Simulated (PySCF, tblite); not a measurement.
# C₇H₁₂BNO: infrared bands, NMR shifts and electronic excitations in gas and solvents, part 2 of 2

tblite 0.8.0 and PySCF 2.14.0. Atoms count from 0. Earlier steps stand in the parts before.

**6. Excited states and response: CAM-B3LYP/def2-SVPD**

Job settings and geometry (Å):

```
{"job": {"kind": "uv", "xc": "CAM-B3LYP", "basis": "def2-SVPD", "ip": true}, "charge": 0, "multiplicity": 1}
B     -0.315688     1.894925     0.560709
N     -0.950502     0.471990     0.170875
C     -2.249756     0.419872    -0.158938
C     -2.884233    -0.761107    -0.512743
C     -2.146395    -1.939976    -0.526387
C     -0.801765    -1.881056    -0.178597
C     -0.221567    -0.664302     0.168596
C      1.243593    -0.583349     0.478941
O      1.925699    -0.447068    -0.732652
C      3.253061    -0.044086    -0.569431
H      0.020751     1.820313     1.740472
H     -1.204160     2.717001     0.389775
H      0.647440     2.073300    -0.172528
H     -2.767970     1.378590    -0.129944
H     -3.943430    -0.743905    -0.773623
H     -2.609605    -2.889203    -0.803990
H     -0.177924    -2.776272    -0.177334
H      1.419805     0.276434     1.146658
H      1.553269    -1.507310     1.009588
H      3.838719    -0.775784     0.021927
H      3.701307     0.035159    -1.569355
H      3.319882     0.940996    -0.070811
```

With the program's defaults for keys left out, this is: TDDFT CAM-B3LYP/def2-SVPD, vertical, gas phase, core orbitals frozen in the response.

Output:

```text
coarse grid: 18280 points
cycle   1  E = -428.0752875567  dE =  1.727e+00  |g| = 6.094e-01  |ddm| = 1.545e+01
cycle   2  E = -428.0726733833  dE =  2.614e-03  |g| = 7.037e-01  |ddm| = 2.767e+00
cycle   3  E = -428.1648105514  dE = -9.214e-02  |g| = 8.614e-02  |ddm| = 1.456e+00
cycle   4  E = -428.1662301177  dE = -1.420e-03  |g| = 3.031e-02  |ddm| = 3.010e-01
cycle   5  E = -428.1664715455  dE = -2.414e-04  |g| = 9.193e-03  |ddm| = 1.083e-01
cycle   6  E = -428.1664869067  dE = -1.536e-05  |g| = 3.217e-03  |ddm| = 3.242e-02
cycle   7  E = -428.1664891533  dE = -2.247e-06  |g| = 9.701e-04  |ddm| = 8.241e-03
final grid: 176328 points
cycle   8  E = -428.2539128490  dE = -5.637e-05  |g| = 3.742e-03  |ddm| = 2.323e-01
cycle   9  E = -428.2539137109  dE = -8.619e-07  |g| = 3.580e-03  |ddm| = 3.159e-02
cycle  10  E = -428.2539163886  dE = -2.678e-06  |g| = 5.311e-04  |ddm| = 9.558e-03
cycle  11  E = -428.2539164368  dE = -4.814e-08  |g| = 2.428e-04  |ddm| = 1.601e-03
cycle  12  E = -428.2539164500  dE = -1.319e-08  |g| = 4.135e-05  |ddm| = 9.477e-04
cycle  13  E = -428.2539164503  dE = -3.267e-10  |g| = 1.571e-05  |ddm| = 1.624e-04
converged SCF energy = -428.2539164503

Static polarisability (au): isotropic 112.701, principal 79.381 120.004 138.718

Singlet excitations
state   eV       nm        f      main configurations
  1   5.0758    244.3   0.10313   H->L 0.94
  2   5.2010    238.4   0.01325   H-1->L 0.73, H-3->L 0.10
  3   5.2601    235.7   0.02540   H-3->L 0.44, H->L+1 0.29, H-1->L 0.18
  4   5.6211    220.6   0.00841   H-2->L 0.74, H-1->L+1 0.10
  5   5.9974    206.7   0.05991   H->L+1 0.41, H-1->L+1 0.24, H-3->L 0.20
  6   6.0590    204.6   0.07573   H-1->L+1 0.58, H->L+1 0.16, H-3->L 0.14
  7   6.4254    193.0   0.03076   H-2->L+1 0.65, H-3->L+1 0.16
  8   6.5062    190.6   0.00471   H-4->L 0.57, H-6->L 0.29
  9   6.5815    188.4   0.18182   H-3->L+1 0.60, H-5->L 0.17, H-2->L+1 0.13
 10   7.1890    172.5   0.00258   H-4->L+1 0.56, H-6->L+1 0.17, H-6->L 0.11

Triplet excitations (Tamm-Dancoff, eV): 3.9474 4.3273 4.6393 5.1130
Vertical ionisation energy (delta-SCF) = 9.4003 eV
Vertical electron affinity (delta-SCF) = 0.2979 eV
```

Run time: 25 min. Hardware: 1 thread of Arm Neoverse N1, shared host; peak memory 1.6 GiB.

Frontier orbitals and where they lie:

```tsv
orbital	eV	atoms
HOMO−3	-9.63	C2 20 %, C5 20 %, C3 19 %
HOMO−2	-9.26	O8 43 %, B0 11 %, C9 8 %
HOMO−1	-8.96	B0 31 %, H11 18 %, H12 13 %
HOMO	-8.65	B0 33 %, H10 21 %, H12 15 %
LUMO	-0.87	C4 23 %, N1 21 %, C6 13 %
LUMO+1	-0.21	C5 19 %, C2 18 %, C3 17 %
LUMO+2	1.04	C4 19 %, C3 14 %, H15 13 %
```

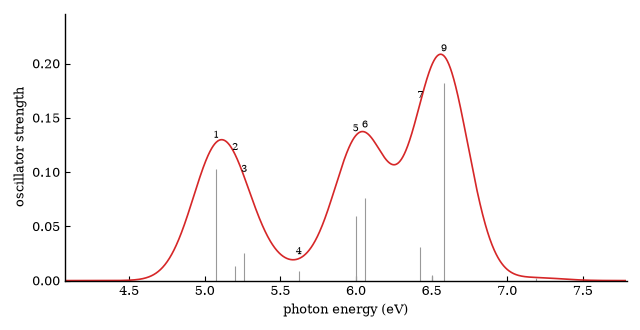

Absorption spectrum from the 10 singlet states computed; above the last one it falls off for lack of states. Lines are broadened to a width of 0.40 eV (Gaussian).

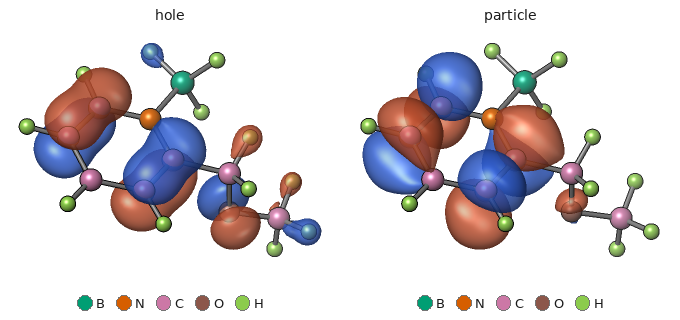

Leading natural transition orbitals of singlet state 9: the electron leaves the hole (left) for the particle orbital (right).

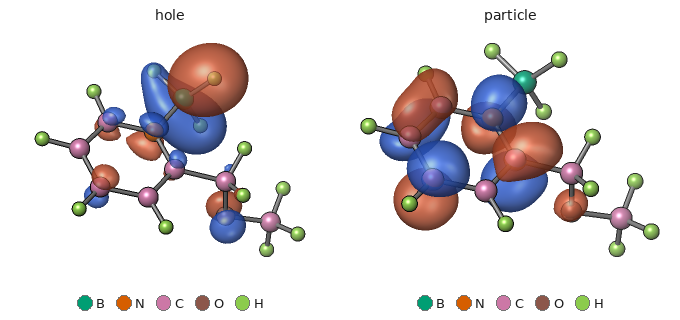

Leading natural transition orbitals of singlet state 1: the electron leaves the hole (left) for the particle orbital (right).

Further results of this job:

```tsv
property	computed
dipole moment (D)	5.61
polarisability (Å³)	16.70
HOMO–LUMO gap (eV)	7.78
−ε(HOMO) (eV)	8.65
```

**7. Nuclear shieldings: wB97X-D/pcSseg-1**

Settings changed since step 6:

```diff
@@ -1,2 +1,2 @@
-{"job": {"kind": "uv", "xc": "CAM-B3LYP", "basis": "def2-SVPD", "ip": true}, "charge": 0, "multiplicity": 1}
+{"job": {"kind": "nmr", "xc": "wB97X-D", "basis": "pcSseg-1", "pop": false}, "charge": 0, "multiplicity": 1}
 B     -0.315688     1.894925     0.560709
```

Level: GIAO wB97X-D/pcSseg-1 NMR shielding, non-relativistic, gas phase.

Output:

```text
coarse grid: 18280 points
cycle   1  E = -428.4047083110  dE =  1.920e+00  |g| = 6.398e-01  |ddm| = 4.166e+00
cycle   2  E = -428.4217856038  dE = -1.708e-02  |g| = 6.672e-01  |ddm| = 1.169e+00
cycle   3  E = -428.4980864593  dE = -7.630e-02  |g| = 7.554e-02  |ddm| = 5.759e-01
cycle   4  E = -428.4992082722  dE = -1.122e-03  |g| = 2.496e-02  |ddm| = 1.011e-01
cycle   5  E = -428.4993709226  dE = -1.627e-04  |g| = 7.580e-03  |ddm| = 2.946e-02
cycle   6  E = -428.4993819186  dE = -1.100e-05  |g| = 2.672e-03  |ddm| = 8.030e-03
cycle   7  E = -428.4993836397  dE = -1.721e-06  |g| = 9.576e-04  |ddm| = 2.892e-03
final grid: 176328 points
cycle   8  E = -428.5701598067  dE = -2.172e-04  |g| = 5.467e-03  |ddm| = 5.361e-02
cycle   9  E = -428.5701630670  dE = -3.260e-06  |g| = 4.918e-03  |ddm| = 1.028e-02
cycle  10  E = -428.5701674852  dE = -4.418e-06  |g| = 9.627e-04  |ddm| = 3.474e-03
cycle  11  E = -428.5701676899  dE = -2.047e-07  |g| = 4.308e-04  |ddm| = 1.438e-03
cycle  12  E = -428.5701677447  dE = -5.480e-08  |g| = 1.057e-04  |ddm| = 5.262e-04
cycle  13  E = -428.5701677490  dE = -4.321e-09  |g| = 5.163e-05  |ddm| = 1.728e-04
cycle  14  E = -428.5701677503  dE = -1.298e-09  |g| = 1.547e-05  |ddm| = 9.963e-05
cycle  15  E = -428.5701677504  dE = -1.370e-10  |g| = 6.032e-06  |ddm| = 3.129e-05
converged SCF energy = -428.5701677504

GIAO shielding tensors (ppm)
atom      isotropic    diamagn.    paramagn.     s11        s22        s33       span
  0 B      118.605     190.745     -72.140     96.727    113.806    145.284     48.557
  1 N      -26.933     332.803    -359.736   -172.184   -156.641    248.028    420.212
  2 C       26.888     248.391    -221.502    -74.222     21.894    132.993    207.215
  3 C       55.262     259.069    -203.807    -55.784     45.609    175.961    231.746
  4 C       37.906     254.448    -216.542    -79.329     14.284    178.763    258.092
  5 C       50.895     256.875    -205.980    -57.847     44.658    165.874    223.721
  6 C       20.407     254.830    -234.424    -78.432     -8.700    148.353    226.785
  7 C      112.524     247.101    -134.577     93.835     97.059    146.679     52.845
  8 O      319.061     400.566     -81.506    283.487    335.594    338.100     54.613
  9 C      124.171     240.821    -116.650     90.795    100.287    181.430     90.634
 10 H       28.177      31.517      -3.341     24.221     27.943     32.367      8.146
 11 H       28.686      31.806      -3.120     24.640     29.475     31.943      7.303
 12 H       28.286      32.398      -4.112     23.637     29.087     32.136      8.500
 13 H       22.260      30.881      -8.621     17.108     21.987     27.686     10.578
 14 H       24.108      28.619      -4.511     21.019     24.580     26.725      5.706
 15 H       23.468      28.899      -5.431     20.508     23.493     26.404      5.896
 16 H       23.899      32.360      -8.461     20.144     22.934     28.619      8.475
 17 H       25.843      32.761      -6.917     21.914     25.086     30.530      8.617
 18 H       27.353      31.570      -4.217     24.350     26.344     31.364      7.014
 19 H       28.126      26.921       1.205     24.041     25.820     34.517     10.476
 20 H       27.655      27.310       0.345     23.880     24.711     34.373     10.493
 21 H       27.796      28.389      -0.593     23.314     26.654     33.421     10.107
```

It took 2 min on 1 thread of Arm Neoverse N1, shared host; peak memory 1.2 GiB.

This run: δ C6 164.1, C2 157.6, C4 146.6, C5 133.6, H13 9.12, H15 7.91 ppm.

**8. Nuclear shieldings: PBE0/pcSseg-1 in benzene**

Settings changed since step 7:

```diff
@@ -1,2 +1,2 @@
-{"job": {"kind": "nmr", "xc": "wB97X-D", "basis": "pcSseg-1", "pop": false}, "charge": 0, "multiplicity": 1}
+{"job": {"kind": "nmr", "xc": "PBE0", "basis": "pcSseg-1", "solvent": "benzene", "pop": true}, "charge": 0, "multiplicity": 1}
 B     -0.315688     1.894925     0.560709
```

With the program's defaults for keys left out, this is: GIAO PBE0/pcSseg-1 NMR shielding, non-relativistic, IEF-PCM benzene.

Output:

```text
coarse grid: 18280 points
cycle   1  E = -428.0633813299  dE =  1.495e+00  |g| = 6.006e-01  |ddm| = 4.213e+00
cycle   2  E = -428.0212898903  dE =  4.209e-02  |g| = 7.973e-01  |ddm| = 1.364e+00
cycle   3  E = -428.1450621776  dE = -1.238e-01  |g| = 1.063e-01  |ddm| = 8.185e-01
cycle   4  E = -428.1473660530  dE = -2.304e-03  |g| = 4.042e-02  |ddm| = 1.367e-01
cycle   5  E = -428.1477338704  dE = -3.678e-04  |g| = 2.064e-02  |ddm| = 4.760e-02
cycle   6  E = -428.1478264769  dE = -9.261e-05  |g| = 3.309e-03  |ddm| = 1.640e-02
cycle   7  E = -428.1478286461  dE = -2.169e-06  |g| = 8.412e-04  |ddm| = 2.764e-03
final grid: 176328 points
cycle   8  E = -428.2150655344  dE = -5.438e-05  |g| = 1.118e-02  |ddm| = 4.596e-02
cycle   9  E = -428.2150506626  dE =  1.487e-05  |g| = 1.480e-02  |ddm| = 1.900e-02
cycle  10  E = -428.2150910272  dE = -4.036e-05  |g| = 1.707e-03  |ddm| = 1.104e-02
cycle  11  E = -428.2150916640  dE = -6.368e-07  |g| = 2.547e-04  |ddm| = 1.626e-03
cycle  12  E = -428.2150916708  dE = -6.769e-09  |g| = 1.832e-04  |ddm| = 3.300e-04
cycle  13  E = -428.2150916791  dE = -8.250e-09  |g| = 3.563e-05  |ddm| = 1.838e-04
cycle  14  E = -428.2150916794  dE = -2.869e-10  |g| = 7.252e-06  |ddm| = 3.408e-05
converged SCF energy = -428.2150916794

GIAO shielding tensors (ppm)
atom      isotropic    diamagn.    paramagn.     s11        s22        s33       span
  0 B      118.767     191.212     -72.445     96.903    114.337    145.062     48.159
  1 N      -18.830     332.706    -351.537   -154.348   -147.565    245.423    399.771
  2 C       28.558     248.613    -220.055    -70.263     22.946    132.989    203.252
  3 C       54.350     258.260    -203.910    -55.236     41.897    176.387    231.622
  4 C       37.911     253.350    -215.439    -76.988     11.414    179.307    256.295
  5 C       50.525     255.842    -205.316    -56.829     41.949    166.456    223.286
  6 C       22.972     254.845    -231.873    -73.703     -5.962    148.581    222.283
  7 C      112.172     247.391    -135.219     93.106     96.866    146.545     53.439
  8 O      316.480     400.475     -83.995    281.181    333.309    334.949     53.767
  9 C      124.207     241.313    -117.106     89.992     99.963    182.666     92.673
 10 H       28.125      31.514      -3.390     24.175     27.909     32.290      8.116
 11 H       28.699      31.940      -3.241     24.725     29.513     31.861      7.136
 12 H       28.270      32.316      -4.046     23.618     29.075     32.118      8.500
 13 H       22.204      30.589      -8.384     16.954     22.036     27.623     10.670
 14 H       23.766      28.463      -4.697     20.614     24.293     26.390      5.776
 15 H       23.160      28.726      -5.566     20.100     23.261     26.118      6.018
 16 H       23.591      32.076      -8.485     19.769     22.678     28.328      8.559
 17 H       25.875      32.631      -6.755     21.928     25.173     30.525      8.597
 18 H       27.074      31.314      -4.240     24.047     26.013     31.162      7.115
 19 H       27.897      26.707       1.190     23.804     25.561     34.325     10.521
 20 H       27.480      27.218       0.262     23.701     24.504     34.236     10.535
 21 H       27.687      28.195      -0.508     23.191     26.523     33.346     10.155
```

It took 93 s on 1 thread of Arm Neoverse N1, shared host; peak memory 1.2 GiB.

In short: δ C6 161.9, C2 156.3, C4 147.0, C5 134.4, H13 9.05, H15 8.10 ppm.

**9. NMR shieldings: PBE0/pcSseg-1 in chloroform**

Settings changed since step 8:

```diff
@@ -1,2 +1,2 @@
-{"job": {"kind": "nmr", "xc": "PBE0", "basis": "pcSseg-1", "solvent": "benzene", "pop": true}, "charge": 0, "multiplicity": 1}
+{"job": {"kind": "nmr", "xc": "PBE0", "basis": "pcSseg-1", "solvent": "chloroform", "pop": false}, "charge": 0, "multiplicity": 1}
 B     -0.315688     1.894925     0.560709
```

Level: GIAO PBE0/pcSseg-1 NMR shielding, non-relativistic, IEF-PCM chloroform.

Output:

```text
coarse grid: 18280 points
cycle   1  E = -428.0699585829  dE =  1.489e+00  |g| = 5.958e-01  |ddm| = 4.213e+00
cycle   2  E = -428.0297135677  dE =  4.025e-02  |g| = 7.861e-01  |ddm| = 1.289e+00
cycle   3  E = -428.1497855595  dE = -1.201e-01  |g| = 1.032e-01  |ddm| = 7.679e-01
cycle   4  E = -428.1519739938  dE = -2.188e-03  |g| = 3.916e-02  |ddm| = 1.276e-01
cycle   5  E = -428.1523209029  dE = -3.469e-04  |g| = 1.939e-02  |ddm| = 4.465e-02
cycle   6  E = -428.1524012012  dE = -8.030e-05  |g| = 3.048e-03  |ddm| = 1.477e-02
cycle   7  E = -428.1524029832  dE = -1.782e-06  |g| = 7.786e-04  |ddm| = 2.481e-03
final grid: 176328 points
cycle   8  E = -428.2196185529  dE = -5.476e-05  |g| = 1.113e-02  |ddm| = 4.594e-02
cycle   9  E = -428.2196043526  dE =  1.420e-05  |g| = 1.465e-02  |ddm| = 1.865e-02
cycle  10  E = -428.2196437987  dE = -3.945e-05  |g| = 1.666e-03  |ddm| = 1.072e-02
cycle  11  E = -428.2196444033  dE = -6.046e-07  |g| = 2.357e-04  |ddm| = 1.536e-03
cycle  12  E = -428.2196444087  dE = -5.409e-09  |g| = 1.733e-04  |ddm| = 3.022e-04
cycle  13  E = -428.2196444160  dE = -7.279e-09  |g| = 3.446e-05  |ddm| = 1.687e-04
cycle  14  E = -428.2196444162  dE = -2.641e-10  |g| = 6.929e-06  |ddm| = 3.192e-05
converged SCF energy = -428.2196444162

GIAO shielding tensors (ppm)
atom      isotropic    diamagn.    paramagn.     s11        s22        s33       span
  0 B      119.341     191.019     -71.677     97.455    115.337    145.231     47.776
  1 N      -13.916     332.652    -346.568   -145.466   -141.145    244.863    390.330
  2 C       28.501     248.950    -220.449    -70.134     22.429    133.206    203.340
  3 C       53.509     257.981    -204.472    -56.151     39.755    176.923    233.073
  4 C       36.537     253.158    -216.621    -78.597      8.282    179.925    258.523
  5 C       49.953     255.657    -205.703    -57.469     40.302    167.026    224.495
  6 C       23.401     255.097    -231.695    -73.390     -5.139    148.734    222.124
  7 C      112.247     247.469    -135.221     93.062     97.021    146.660     53.598
  8 O      317.764     400.752     -82.988    281.793    335.073    336.426     54.633
  9 C      124.268     241.394    -117.125     89.951     99.963    182.891     92.940
 10 H       28.210      31.656      -3.446     24.278     28.013     32.338      8.061
 11 H       28.778      32.099      -3.321     24.818     29.631     31.884      7.066
 12 H       28.393      32.480      -4.087     23.737     29.215     32.228      8.492
 13 H       22.231      30.486      -8.255     16.953     22.089     27.652     10.698
 14 H       23.619      28.305      -4.686     20.431     24.180     26.245      5.814
 15 H       23.000      28.584      -5.584     19.913     23.101     25.986      6.072
 16 H       23.462      31.934      -8.471     19.601     22.576     28.210      8.609
 17 H       25.949      32.698      -6.749     22.002     25.273     30.571      8.569
 18 H       26.949      31.220      -4.272     23.898     25.868     31.080      7.182
 19 H       27.815      26.629       1.186     23.720     25.467     34.259     10.539
 20 H       27.461      27.181       0.280     23.674     24.473     34.235     10.561
 21 H       27.703      28.210      -0.507     23.189     26.539     33.381     10.193
```

It took 84 s on 1 thread of Arm Neoverse N1, shared host; peak memory 1.2 GiB.

In short: δ C6 161.8, C2 156.7, C4 148.6, C5 135.2, H13 9.02, H15 8.25 ppm.

**10. Side by side: NMR shifts**

Shifts (ppm) of some atoms, chosen among heavy atoms and hydrogens apart, with basis size and wall time:

```tsv
run	C6	C4	C3	H15	H14	N1	O8	functions	time
PBE0/pcSseg-1	162.1	144.2	128.7	7.84	7.25	293.2	20.0	230	1.8 min
wB97X-D/pcSseg-1	164.1	146.6	129.3	7.91	7.27	290.9	14.1	230	2 min
PBE0/pcSseg-1 in benzene	161.9	147.0	130.5	8.10	7.49	285.9	22.3	230	93 s
PBE0/pcSseg-1 in chloroform	161.8	148.6	131.7	8.25	7.63	281.7	23.2	230	84 s
```

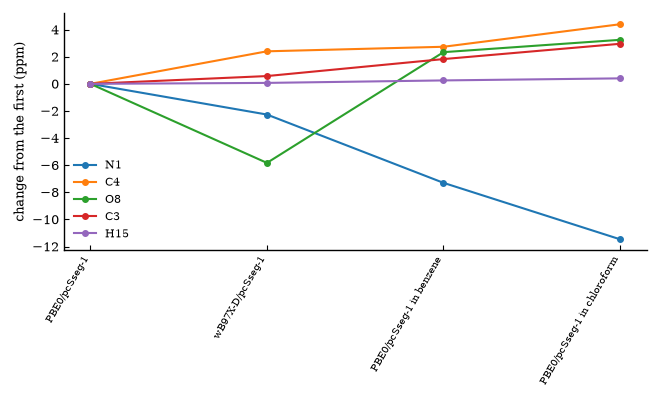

How five of the tabulated atoms move from run to run.

The continuum's effect on the ground state:

```tsv
solvent	ε	polarisation energy (Eh)	μ (D)
benzene	2.27	-0.0083	6.41
chloroform	4.71	-0.0141	6.93
```

**11. Results**

What follows sums up all 2 parts.

```
                                                              quantity                                              value
                             strongest single infrared mode (GFN2-xTB)                              2359 cm⁻¹, 231 km/mol
                                          zero-point energy (GFN2-xTB)                                     110.8 kcal/mol
                                                           point group                                                 C1
                                  rotational constants (main isotopes)                               2.48, 0.93, 0.73 GHz
                                13C shifts against TMS (PBE0/pcSseg-1)  162.1, 155.7, 144.2, 133.0, 128.7, 72.4, 60.3 ppm
1H shifts against TMS (PBE0/pcSseg-1, means over atoms taken as alike)       9.11, 7.84, 7.47, 7.25, 4.76, 3.53, 3.08 ppm
                           11B shifts against BF3·OEt2 (PBE0/pcSseg-1)                                          -16.9 ppm
                                15N shifts against NH3 (PBE0/pcSseg-1)                                          293.2 ppm
                                17O shifts against H2O (PBE0/pcSseg-1)                                           20.0 ppm
                                 surface potential, least and greatest                                 -1.70 V and 1.50 V
                                  lowest singlet (CAM-B3LYP/def2-SVPD)                        5.08 eV (244 nm), f = 0.103
                              brightest single state of those computed                        state 9, 6.58 eV, f = 0.182
                                                        lowest triplet                                            3.95 eV
                                     vertical ionisation energy (ΔSCF)                                            9.40 eV
                                     vertical electron affinity (ΔSCF)                                            0.30 eV
                         range of the shift of N1 (PBE0/pcSseg-1 runs)                                 281.7 to 293.2 ppm
```

The lowest mode is slightly imaginary (12i cm⁻¹), a soft motion within the noise of the Hessian, so the minimum is not strictly shown. The strongest single mode, at 2359 cm⁻¹, moves mainly H10. GFN2-xTB is a fitted tight-binding method: band positions and strengths are rough. Its intensities can rank the bands wrongly. Over 8 steps the energy fell by 0.225 eV; of the close pairs, B0–H12 changed most, 1.172 to 1.224 Å (PBE0/def2-SVP). At PBE0/pcSseg-1: Shielding is most anisotropic at N1 (span 423 ppm, paramagnetic term -360 ppm). By nearest atom (PBE0/pcSseg-1), the HOMO sits on H10 34 %; H12 21 % and the LUMO on C4 23 %; N1 22 %. The first singlet state (HOMO→LUMO 0.94) lies at 5.08 eV and is bright; of the 10 states computed, the strongest absorption comes from state 9 at 6.58 eV. The lowest triplet lies 1.13 eV below the lowest singlet (triplets in Tamm-Dancoff, singlets in full TDDFT). ΔSCF puts the ionisation energy at 9.40 eV, 0.75 eV above −ε(HOMO). At one level, PBE0/pcSseg-1: In ppm, N1 moves most: its shift spreads over 11.5 ppm, from 281.7 (PBE0/pcSseg-1 in chloroform) to 293.2 (PBE0/pcSseg-1). The continuum holds electrostatics alone: no hydrogen bonds to the solvent, and the gas-phase geometry is kept.
